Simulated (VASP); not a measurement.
Band structure of BaF2 (fluorite). Level of theory: SCAN meta-GGA, VASP's PBE PAW potentials (set 64) (plane waves; VASP).

Unless said otherwise, spin-orbit coupling is left out, though it shifts the bands of the heavy elements here.

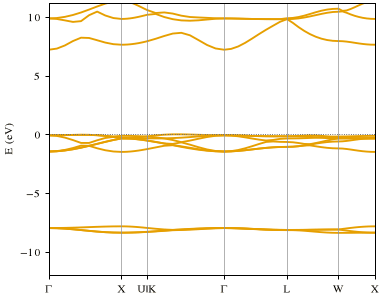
*Bands along high-symmetry lines, zero at the valence-band maximum or, without a gap, the Fermi level*

Question: Read the plot: is there a gap, and where are the band edges?

Answer: The gap is indirect, 7.20 eV, from the valence maximum at K-Γ at 0.44 to the conduction minimum at Γ.

Measured: gap 10.50 eV (computed value off by -3.30 eV), as given by Andrés Aguado et al., Journal of the Physical Society of Japan (1999), arXiv:cond-mat/9901145.

The compound is BaF2 in the fluorite structure. It was relaxed first.
